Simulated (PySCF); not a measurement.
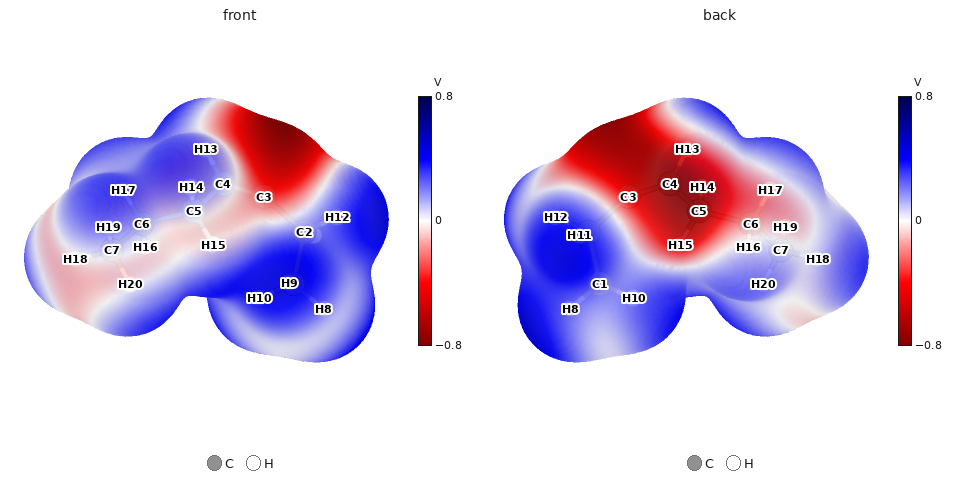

*C₇H₁₃ (doublet). The molecular electrostatic potential painted on the density surface at 0.001 e/bohr³, seen from the front and from behind; the colour scale runs from red (negative) to blue (positive).*

Geometry: GFN2-xTB.

All numbers below come from UKS B3LYP, pcH-1 on C H, non-relativistic, mean-field spin-orbit, GIAO in PySCF 2.14.0, density-fitted response routines.

```xyz
20

C    -2.0577    0.8883   -1.3458
C    -2.0957    1.7611   -0.0776
C    -1.0663    1.4522    0.9013
C     0.0601    0.8951    1.1997
C     1.0050    0.1272    0.2829
C     1.1980   -1.3059    0.7744
C     2.1595   -2.0788   -0.1212
H    -2.9255    1.1031   -1.9662
H    -1.1600    1.0930   -1.9235
H    -2.0709   -0.1653   -1.0780
H    -3.0761    1.6321    0.3965
H    -2.0079    2.8150   -0.3616
H     0.4320    0.9469    2.2208
H     1.9693    0.6431    0.2770
H     0.6138    0.1203   -0.7337
H     0.2295   -1.8112    0.7940
H     1.5852   -1.2909    1.7961
H     2.2859   -3.0967    0.2410
H     3.1350   -1.5968   -0.1384
H     1.7817   -2.1211   -1.1409
```

Describe the electrostatic potential map.

Answer. The most negative region (about −0.8 V, or −18 kcal/mol for a unit charge) lies over C3 and C4, the most positive (about +0.5 V, or +12 kcal/mol for a unit charge) over H8, H9, H11 and H12.
